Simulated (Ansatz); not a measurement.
# CH4ClFOSn: the cost of one run

Program: Ansatz 0.2.0, Gaussian basis. Level of theory: the settings change from run to run. These are calculated values, not measurements.

1 further run of the same task is left out (for a known fault of the program). Runs told in other sessions of the task aren't counted.

## (1) The molecule

An earlier PBE0-D4 in a triple-zeta def2 set relaxation fixed the geometry. Sn takes a core potential in def2 sets; no spin-orbit term is included.

SMILES `[OH][SnH]([Cl])[CH2]F`, 9 atoms, charge 0, spin multiplicity 1.

Atoms are counted from 1 here; the program's logs count them from 0.

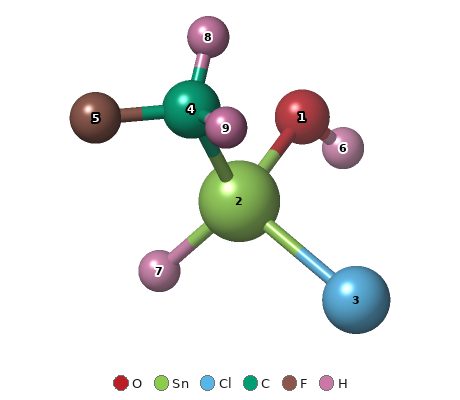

The geometry (oxygen red, tin green, chlorine blue, carbon teal, fluorine brown, hydrogen pink); atoms are numbered from 1 in the order of the file.

## (2) revPBE0/ANO-RCC-VTZP

Contents of in.yaml:

```yaml
crystal:
  periodic: [false, false, false]
  atoms:
    - {symbol: O, position_ang: [0.693813, 1.880232, -0.371536]}
    - {symbol: Sn, position_ang: [0.763027, -0.039866, -0.006834]}
    - {symbol: Cl, position_ang: [1.508749, -0.247735, 2.196838]}
    - {symbol: C, position_ang: [-1.296633, -0.664560, -0.118413]}
    - {symbol: F, position_ang: [-1.441192, -1.665968, -1.057775]}
    - {symbol: H, position_ang: [1.483485, 2.359437, -0.109170]}
    - {symbol: H, position_ang: [1.905634, -0.825233, -0.994139]}
    - {symbol: H, position_ang: [-1.905774, 0.193795, -0.411167]}
    - {symbol: H, position_ang: [-1.622806, -1.036202, 0.854998]}
basis:
  gaussian: {orbitals: ANO-RCC-VTZP}
hamiltonian: {xc: {name: revPBE0}}
```

Run with:

```console
> ansatz run in.yaml --threads 4 --pin off --events-out ev --progress --plain --max-ram 10444MiB
```

**Question.** How long does this run take on 4 threads of Arm Neoverse V2, shared host, and how much memory does it need?

About 7.5 s, with a peak of 0.96 GiB.
